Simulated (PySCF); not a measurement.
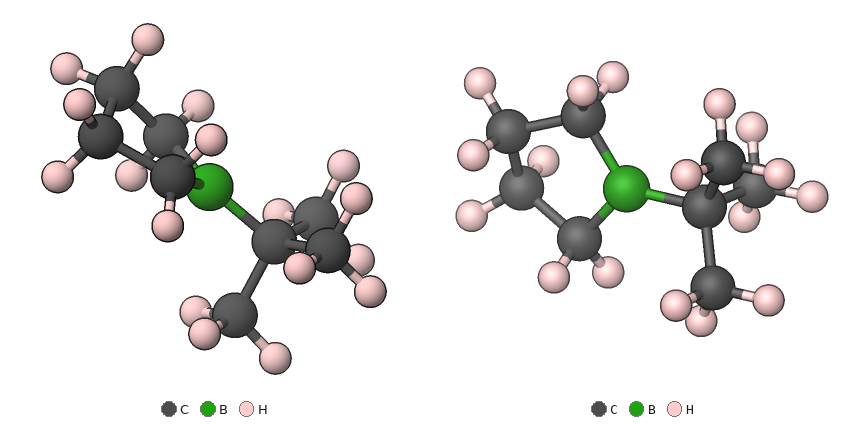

Two views of one molecule.

**Give the formula.**

C₈H₁₇B, 26 atoms: 8 carbon, 17 hydrogen and 1 boron.

**Describe its rings.**

Independent rings (smallest set): 1 of 5 members.

**How many bonds of each kind are drawn?**

17 C–H, 6 C–C, 3 C–B.

**Give a SMILES string for it.**

CC(C)(C)B1CCCC1

More results for the same structure follow; atom numbers are the same in all pictures, views and colours differ. Computed geometry: PBE0-D3(BJ)/def2-SVP optimisation. No frequency run is at hand to confirm it as a minimum.

### Geometry

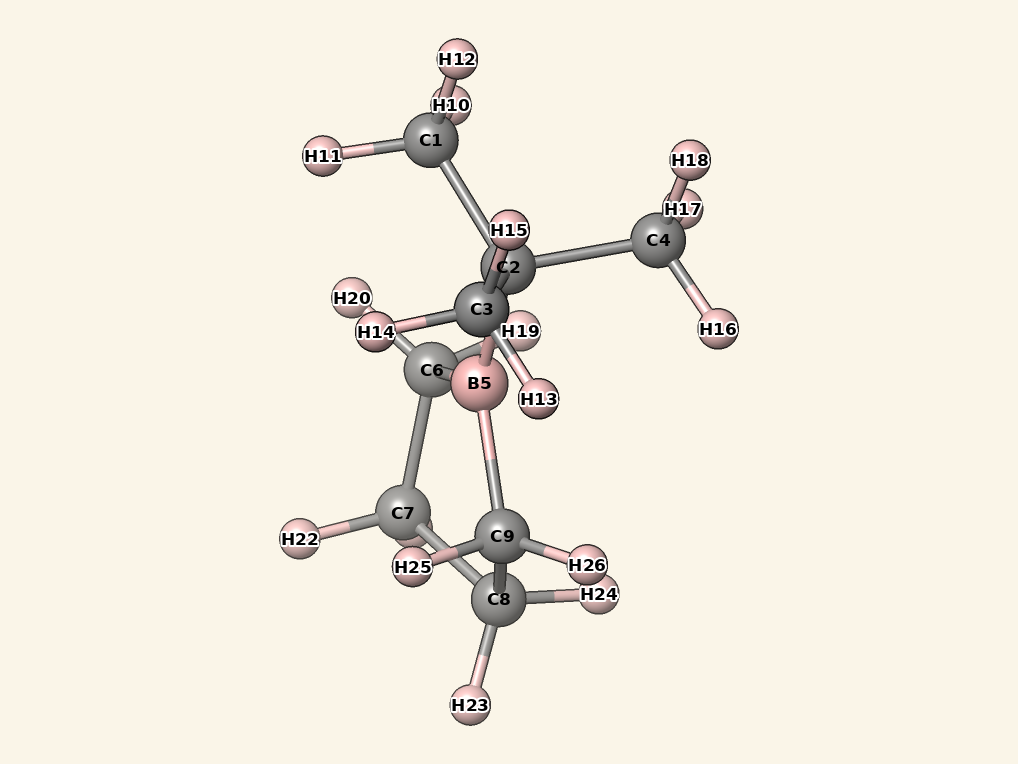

C6 lies behind B5. The molecule seen a little off the B5–C6 bond, B5 in front. Depth is shown by fading: the farther an atom, the more it takes the colour of the background. No frequency run is at hand to confirm it as a minimum.

**What is the torsion angle C2–B5–C6–C7? The sign is positive where the front bond must turn clockwise to cover the back bond.**

−173°, antiperiplanar (anti).

### Charges

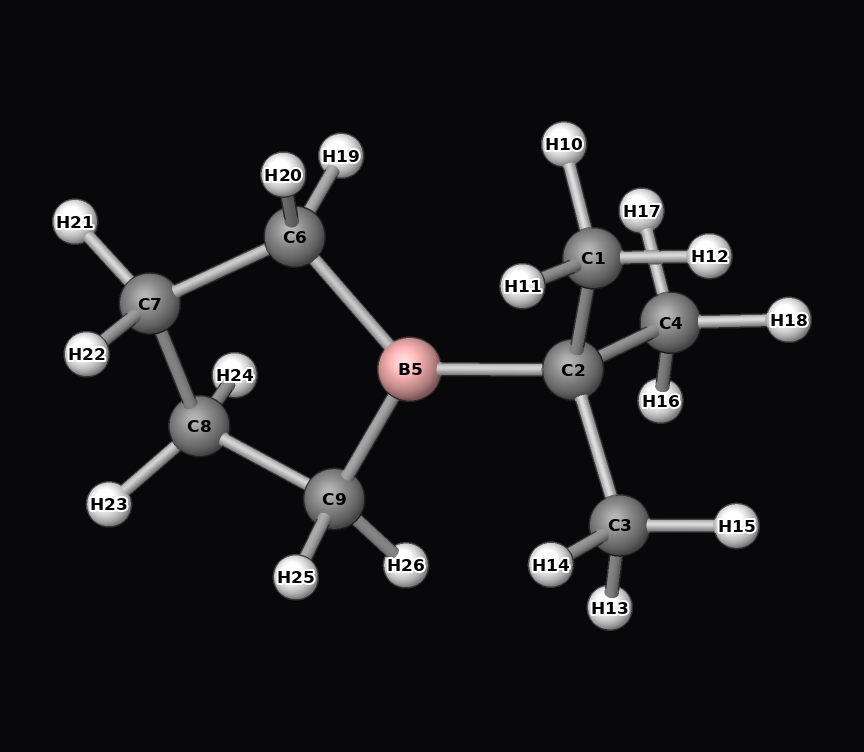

The questions are on Hirshfeld charges. No frequency run is at hand to confirm it as a minimum. Method: PBE0/pcSseg-1 in dimethylsulfoxide (IEF-PCM) (PySCF 2.14.0).

**Which atom carries the highest charge (most positive or least negative)?**

B5 (0.20 e).

**And the lowest?**

C6, C9 (−0.14 e).

List the Hirshfeld charges.

| atom | value (e) |
| --- | --- |
| C1 | −0.12 |
| C2 | −0.04 |
| C3 | −0.12 |
| C4 | −0.11 |
| B5 | 0.20 |
| C6 | −0.14 |
| C7 | −0.07 |
| C8 | −0.07 |
| C9 | −0.14 |
| H10 | 0.04 |
| H11 | 0.04 |
| H12 | 0.03 |
| H13 | 0.04 |
| H14 | 0.04 |
| H15 | 0.03 |
| H16 | 0.04 |
| H17 | 0.04 |
| H18 | 0.04 |
| H19 | 0.05 |
| H20 | 0.04 |
| H21 | 0.03 |
| H22 | 0.03 |
| H23 | 0.03 |
| H24 | 0.03 |
| H25 | 0.05 |
| H26 | 0.04 |

### Electronic properties

No frequency run is at hand to confirm it as a minimum. Properties computed with PBE0/pcSseg-1 in dimethylsulfoxide (IEF-PCM) (PySCF 2.14.0).

Predict the main results.

- dipole moment: 0.17 D
- HOMO energy (Kohn–Sham orbital): −7.61 eV
- LUMO energy (Kohn–Sham orbital): −0.11 eV
- HOMO–LUMO gap: 7.50 eV

### NMR shielding

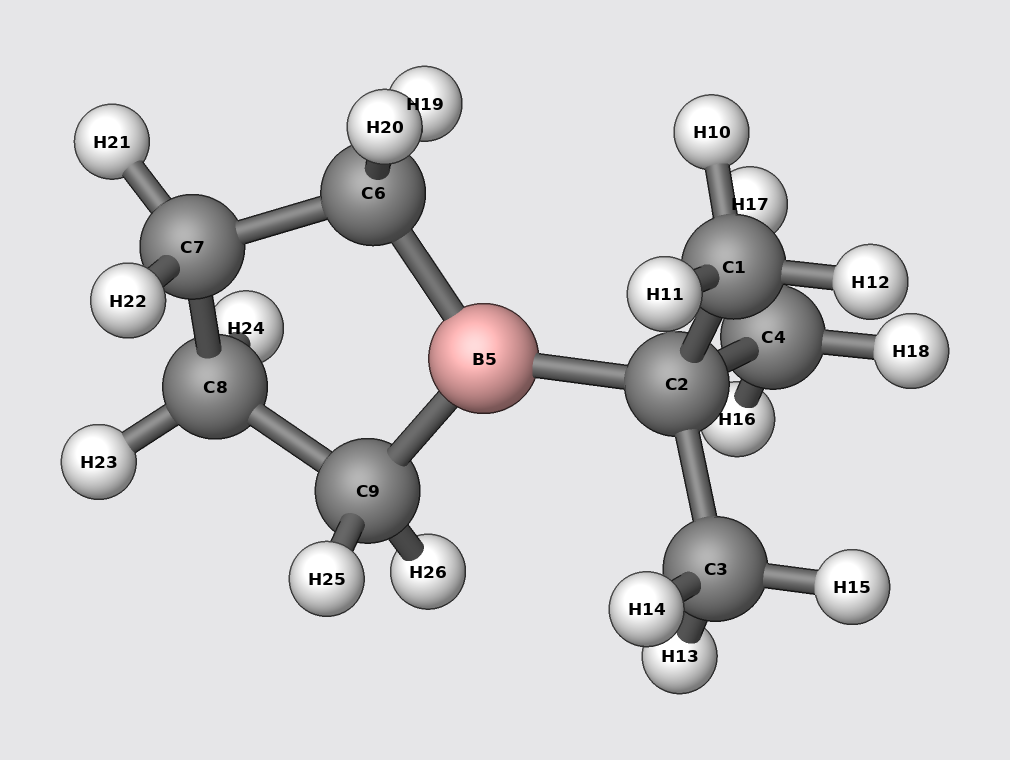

No frequency run is at hand to confirm it as a minimum. Properties computed with GIAO PBE0/pcSseg-1 NMR shielding, non-relativistic, IEF-PCM dimethylsulfoxide (PySCF 2.14.0). Principal shieldings σ11 ≤ σ22 ≤ σ33, span Ω = σ33 − σ11, skew κ = 3(σiso − σ22)/Ω.

Give the shielding tensors of the B atoms.

```json
{"atom": "B5", "σ11": "−40.5", "σ22": "−35.1", "σ33": "97.2", "σiso": "7.2", "Ω": "137.7", "κ": "0.92"}
```

Shieldings and span in ppm.

### Ring current

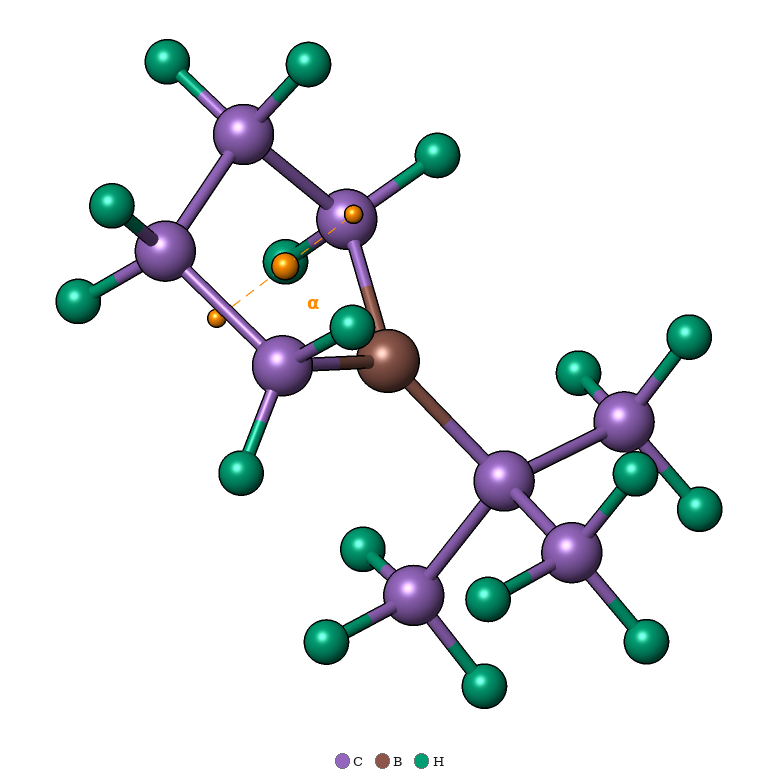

The small points mark where nucleus-independent chemical shifts (NICS) were computed: at the centre of each lettered ring and 1 Å above and below it. No frequency run is at hand to confirm it as a minimum. Level of theory: GIAO PBE0/pcSseg-1 NMR shielding, non-relativistic, IEF-PCM water (PySCF 2.14.0).

Give NICS(0), NICS(1) and the out-of-plane component NICS(1)zz for each ring (means of the two sides).

```tsv
ring	members	NICS(0)	NICS(1)	NICS(1)zz
α	C4B	−0.4	−3.4	−2.3
```

Values in ppm.

**What do the values say about the ring currents?**

Ring α: weak, as in a non-aromatic ring. NICS is one index among several.
